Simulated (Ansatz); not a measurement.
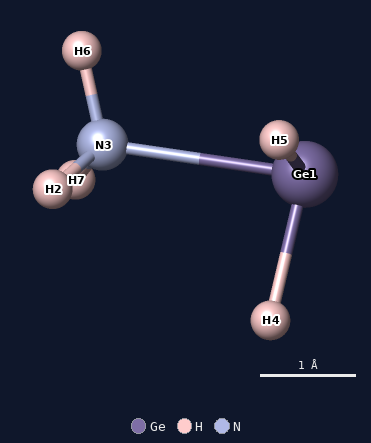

The starting structure (ball-and-stick view, seen at a tilt; atoms are numbered from 1 in the order of the input). Sticks mark near contacts.

## Nudged elastic band, with input and output: GeNH5

- system: GeNH5
- method: RKS PBE0-D4/def2-SVP (Ansatz 0.2.0)

Figures and captions count atoms from 1; the log counts them from 0 in places.

The input:
```yaml
crystal:
  periodic: [false, false, false]
  atoms:
    - {symbol: Ge, position_ang: [0.216086, -0.905941, 1.118630]}
    - {symbol: H, position_ang: [-0.331225, 1.009461, -0.692670]}
    - {symbol: N, position_ang: [0.087713, 0.094888, -0.806708]}
    - {symbol: H, position_ang: [-1.293393, -0.433582, 1.353437]}
    - {symbol: H, position_ang: [0.788725, 0.474737, 1.686699]}
    - {symbol: H, position_ang: [1.010482, 0.206287, -1.209574]}
    - {symbol: H, position_ang: [-0.478386, -0.445749, -1.449713]}
basis:
  gaussian: {orbitals: def2-SVP}
hamiltonian: {xc: pbe0, dispersion: d4}
neb:
  images: 5
  climbing: true
  max_iterations: 40
  initial_path: idpp
  final_atoms:
    - {symbol: Ge, position_ang: [0.351085, -1.052913, 0.522198]}
    - {symbol: H, position_ang: [-1.615796, 1.070838, 1.378516]}
    - {symbol: N, position_ang: [0.732008, -0.386782, -1.123860]}
    - {symbol: H, position_ang: [-2.130126, 0.547724, 1.230579]}
    - {symbol: H, position_ang: [0.999366, 0.205775, 1.270975]}
    - {symbol: H, position_ang: [1.184403, 0.493043, -1.311930]}
    - {symbol: H, position_ang: [0.479061, -0.877585, -1.966378]}
```

Hardware: 2 threads of Arm Neoverse V1, 23 GiB of memory available, shared host.

Launched with:
```bash
ansatz run in.yaml --threads 2 --pin off --events-out ev --progress --plain --max-ram 4352MiB
```

The program's output:
```
Functional definition: PBE0
  name "PBE0"
  cite "Adamo & Barone, J. Chem. Phys. 110, 6158 (1999) doi:10.1063/1.478522"
  cite "Perdew, Burke & Ernzerhof, Phys. Rev. Lett. 77, 3865 (1996) doi:10.1103/PhysRevLett.77.3865"
  parent pbe
  parameter a = 0.25
  parameter kappa = 0.804
  parameter beta = 0.06672455060314922
  exchange = (1 - a)*pbe_x(kappa = kappa, mu = beta*pi^2/3) + a*exact_x
  correlation = pbe_c(beta = beta)
772 factors; integrals over basis functions are off by at most 4.1e-4 eV
mean field evaluation 1: about -58068.8105 eV, gradient 4.0e1 eV
mean field evaluation 2: about -58066.5591 eV, gradient 5.0e1 eV
mean field evaluation 4: about -58071.9129 eV, gradient 6.7e-1 eV
mean field evaluation 8: about -58071.9211 eV, gradient 1.4e-2 eV
mean field -58071.92115025 eV, -2134.1037397097 hartree, gradient 6.7e-5 eV, S^2 0.000000; 0 other end points of the search recorded, 0 dependent functions left out
the calculation of the forces begins
reference -58071.92117317 eV, -2134.1037405522 hartree; 22, 22 occupied and 49, 49 virtual orbitals, 772 factors
770 factors; integrals over basis functions are off by at most 5.8e-4 eV
mean field evaluation 16: about -58070.8414 eV, gradient 1.1e1 eV
mean field -58071.27496953 eV, -2134.0799930064 hartree, gradient 4.8e-5 eV, S^2 0.000000; 0 other end points of the search recorded, 0 dependent functions left out
[... from here on the field's lines of each further geometry are left out, up to the last ...]
WARN: NEB end point (image 0): max|allowed force component| = 2.852e-1 eV/Å (the criterion of neb.relax_end_points is 1.000e-2). That is over neb.f_tol: it is no minimum, so the barrier can be far off. Relax it first
WARN: NEB end point (image 6): max|allowed force component| = 4.170e-1 eV/Å (the criterion of neb.relax_end_points is 1.000e-2). That is over neb.f_tol: it is no minimum, so the barrier can be far off. Relax it first
NEB iter   1: max|band force component| = 3.788e0 eV/Å  barrier→ = 4.8821 eV  barrier← = 4.2365 eV  Δτ_max = 0.2000 Å  (177 SCF iters)
NEB iter   2: max|band force component| = 3.111e0 eV/Å  barrier→ = 3.4780 eV  barrier← = 2.8324 eV  Δτ_max = 0.2000 Å  (142 SCF iters)
NEB iter   3: max|band force component| = 7.309e0 eV/Å  barrier→ = 2.5972 eV  barrier← = 1.9516 eV  Δτ_max = 0.1011 Å  (139 SCF iters)
NEB iter   4: max|band force component| = 1.977e0 eV/Å  barrier→ = 2.0653 eV  barrier← = 1.4197 eV  Δτ_max = 0.2000 Å  (132 SCF iters)
NEB iter   5: max|band force component| = 1.051e0 eV/Å  barrier→ = 1.4805 eV  barrier← = 0.8349 eV  Δτ_max = 0.1999 Å  (128 SCF iters)
NEB iter   6: max|band force component| = 1.411e0 eV/Å  barrier→ = 1.4954 eV  barrier← = 0.8497 eV  Δτ_max = 0.1008 Å  (135 SCF iters)
NEB iter   7: max|band force component| = 6.187e-1 eV/Å  barrier→ = 1.4608 eV  barrier← = 0.8152 eV  CI = image 3  Δτ_max = 0.2000 Å  (126 SCF iters)
NEB iter   8: max|band force component| = 9.358e-1 eV/Å  barrier→ = 1.6761 eV  barrier← = 1.0305 eV  CI = image 3  Δτ_max = 0.0988 Å  (129 SCF iters)
NEB iter   9: max|band force component| = 5.401e-1 eV/Å  barrier→ = 1.6299 eV  barrier← = 0.9843 eV  CI = image 3  Δτ_max = 0.0981 Å  (122 SCF iters)
NEB iter  10: max|band force component| = 4.413e-1 eV/Å  barrier→ = 1.6009 eV  barrier← = 0.9553 eV  CI = image 3  Δτ_max = 0.0986 Å  (121 SCF iters)
NEB iter  11: max|band force component| = 1.842e-1 eV/Å  barrier→ = 1.5932 eV  barrier← = 0.9476 eV  CI = image 3  Δτ_max = 0.1518 Å  (122 SCF iters)
NEB iter  12: max|band force component| = 2.173e-1 eV/Å  barrier→ = 1.5914 eV  barrier← = 0.9458 eV  CI = image 3  Δτ_max = 0.0791 Å  (120 SCF iters)
NEB iter  13: max|band force component| = 1.076e-1 eV/Å  barrier→ = 1.5908 eV  barrier← = 0.9452 eV  CI = image 3  Δτ_max = 0.0618 Å  (120 SCF iters)
NEB iter  14: max|band force component| = 6.025e-2 eV/Å  barrier→ = 1.5902 eV  barrier← = 0.9446 eV  CI = image 3  Δτ_max = 0.0985 Å  (123 SCF iters)
the calculation of the forces begins
reference -58071.27549956 eV, -2134.0800124845 hartree; 22, 22 occupied and 49, 49 virtual orbitals, 765 factors
these checks for a lower state are left out or cut short: stability, starts, cluster_reference, orbital_swaps, neighbouring_geometries, increment
765 factors; integrals over basis functions are off by at most 6.5e-4 eV
mean field -58071.26933067 eV, -2134.0797857820 hartree, gradient 2.8e-6 eV, S^2 0.000000; 0 other end points of the search recorded, 0 dependent functions left out
the calculation of the forces begins
reference -58071.26935519 eV, -2134.0797866832 hartree; 22, 22 occupied and 49, 49 virtual orbitals, 765 factors
NEB iter  15: max|band force component| = 4.421e-2 eV/Å  barrier→ = 1.5901 eV  barrier← = 0.9445 eV  CI = image 3  Δτ_max = 0.0000 Å  (997 SCF iters)
```

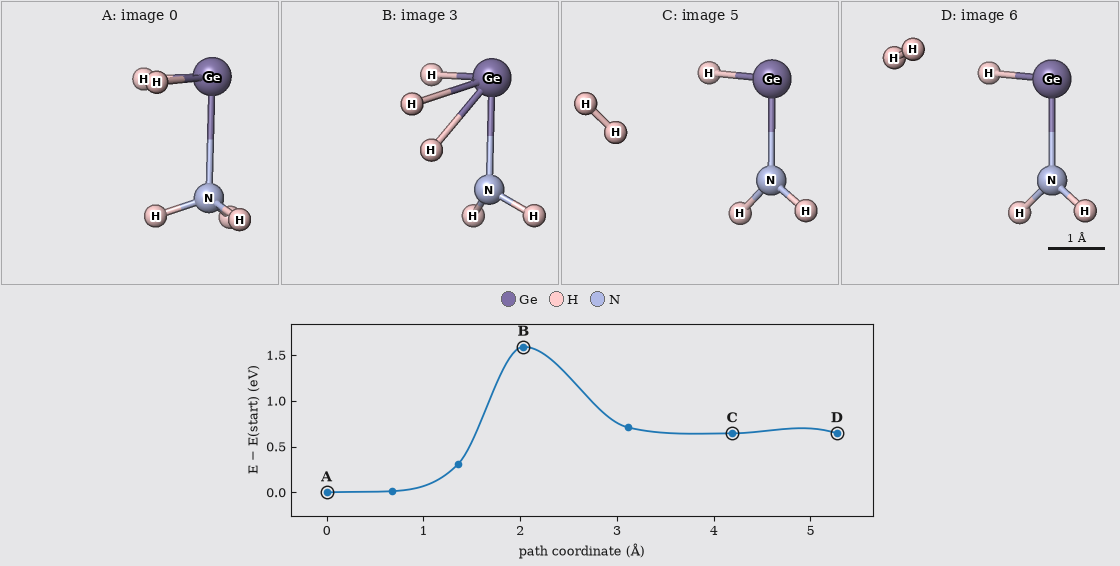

Images of the last band (counted from 0; ball-and-stick, seen at a tilt) above the energy along the path; the line is a cubic interpolation that uses the forces. The highest image is number 3, 1.590 eV above the start and 0.945 eV above the end (the climbing image); the end lies 0.646 eV above the start. The path is 5.27 Å long. The band converged in 15 iterations. The end points carry forces over 0.1 eV/Å, so they aren't fully relaxed minima and the barriers are approximate.

```
Total energy: -58070.40573792 eV, -2134.0480493337 hartree
Atom 0 at    -0.018134    -0.672872     1.133447 Å, force    -0.005176     0.016457    -0.015457 eV/Å
Atom 1 at    -0.851654     0.505366    -0.057135 Å, force     0.008683    -0.009824     0.005116 eV/Å
Atom 2 at     0.199081    -0.247650    -0.810197 Å, force     0.001984    -0.008941     0.001901 eV/Å
Atom 3 at    -1.300190     0.643526     0.765034 Å, force    -0.002914    -0.002503     0.002835 eV/Å
Atom 4 at     0.946633     0.532018     1.530610 Å, force     0.001441    -0.000776     0.001828 eV/Å
Atom 5 at     1.040123     0.240727    -1.103777 Å, force    -0.003921    -0.003120     0.002073 eV/Å
Atom 6 at    -0.015859    -1.001014    -1.457880 Å, force    -0.000097     0.008706     0.001703 eV/Å
Dipole moment:     0.161364    -0.034005    -0.341214 e Å
```

The last band as extended XYZ (Å, eV, eV/Å):
```
7
Properties=species:S:1:pos:R:3:forces:R:3 image=0 energy=-58071.99586
Ge    0.2161   -0.9059    1.1186    0.0151  -0.0505   0.0434
H    -0.3312    1.0095   -0.6927   -0.1102   0.2568  -0.0125
N     0.0877    0.0949   -0.8067    0.0147  -0.1379   0.2852
H    -1.2934   -0.4336    1.3534   -0.0226   0.0004   0.0040
H     0.7887    0.4747    1.6867    0.0129   0.0159   0.0093
H     1.0105    0.2063   -1.2096    0.2350   0.0410  -0.1343
H    -0.4784   -0.4457   -1.4497   -0.1449  -0.1258  -0.1951
7
Properties=species:S:1:pos:R:3:forces:R:3 image=1 energy=-58071.98225
Ge    0.0583   -0.8763    1.1800    0.0054   0.0014   0.0014
H    -0.5774    0.8044   -0.8213    0.0168   0.0291  -0.0390
N     0.0703    0.0187   -0.8159   -0.0152   0.0119  -0.0031
H    -1.2901   -0.0468    1.4238   -0.0060  -0.0311   0.0307
H     0.9578    0.3698    1.6269   -0.0059   0.0098   0.0045
H     0.9968    0.3698   -1.0541    0.0099  -0.0204  -0.0018
H    -0.2157   -0.6394   -1.5394   -0.0049  -0.0007   0.0074
7
Properties=species:S:1:pos:R:3:forces:R:3 image=2 energy=-58071.68915
Ge   -0.0526   -0.7499    1.2424   -0.1625   0.0655   0.3215
H    -0.6573    0.4740   -0.5092    0.3670  -0.0028  -0.9279
N     0.1337   -0.1218   -0.8077   -0.0874   0.0652   0.0388
H    -1.2598    0.3636    1.0928    0.0799  -0.2957   0.4474
H     0.9795    0.4203    1.5809    0.0280   0.0049   0.0478
H     0.9559    0.4153   -1.0711   -0.0875   0.0503   0.0408
H    -0.0994   -0.8015   -1.5279   -0.1376   0.1126   0.0316
7
Properties=species:S:1:pos:R:3:forces:R:3 image=3 energy=-58070.40572
Ge   -0.0181   -0.6729    1.1334   -0.0052   0.0165  -0.0155
H    -0.8517    0.5054   -0.0571    0.0087  -0.0098   0.0051
N     0.1991   -0.2477   -0.8102    0.0020  -0.0089   0.0019
H    -1.3002    0.6435    0.7650   -0.0029  -0.0025   0.0028
H     0.9466    0.5320    1.5306    0.0014  -0.0008   0.0018
H     1.0401    0.2407   -1.1038   -0.0039  -0.0031   0.0021
H    -0.0159   -1.0010   -1.4579   -0.0001   0.0087   0.0017
7
Properties=species:S:1:pos:R:3:forces:R:3 image=4 energy=-58071.28508
Ge    0.2763   -0.8365    1.0395    0.0540  -0.0517  -0.0017
H    -1.3344    0.8543    0.1238   -0.1060   0.0852   0.0410
N     0.5436   -0.5809   -0.7429    0.0772  -0.0791  -0.0323
H    -1.7185    1.0752    0.7447   -0.1176   0.1010   0.0196
H     1.0423    0.5116    1.4395    0.0400  -0.0307  -0.0134
H     1.0426    0.1896   -1.1740   -0.0156   0.0092  -0.0008
H     0.1482   -1.2132   -1.4304    0.0679  -0.0339  -0.0124
7
Properties=species:S:1:pos:R:3:forces:R:3 image=5 energy=-58071.35092
Ge    0.5960   -1.0219    1.0076   -0.0022   0.0190   0.0036
H    -1.8107    1.1972    0.2866    0.0021   0.0052   0.0105
N     0.6733   -0.7452   -0.7853    0.0087  -0.0322   0.0135
H    -2.1576    1.5710    0.8526    0.0155  -0.0205  -0.0222
H     1.2820    0.3877    1.3357    0.0030  -0.0011  -0.0029
H     1.0759    0.0578   -1.2575   -0.0193   0.0012   0.0120
H     0.3412   -1.4465   -1.4396   -0.0078   0.0284  -0.0146
7
Properties=species:S:1:pos:R:3:forces:R:3 image=6 energy=-58071.35024
Ge    0.2471   -0.7658    0.9258   -0.0020  -0.0145  -0.0329
H    -1.5242    1.6711    0.7362    0.3806   0.3408  -0.0395
N     0.7047   -0.8750   -0.8284   -0.0914   0.0412   0.4170
H    -2.0830    1.1765    0.7927   -0.3822  -0.3392   0.0421
H     1.0010    0.6340    1.1191    0.0044   0.0070   0.0021
H     1.2382   -0.1915   -1.3406    0.1797   0.2167  -0.1924
H     0.4162   -1.6492   -1.4047   -0.0891  -0.2520  -0.1963
```

Results in brief:

| quantity | value |
| --- | --- |
| outcome | converged |
| barrier, forward | 1.590 eV |
| barrier, backward | 0.945 eV |
| dipole moment (one image of the band) | 1.82 D |
| wall time | 1.9 min (CPU time 3.7 min) |
| peak memory | 0.37 GiB |
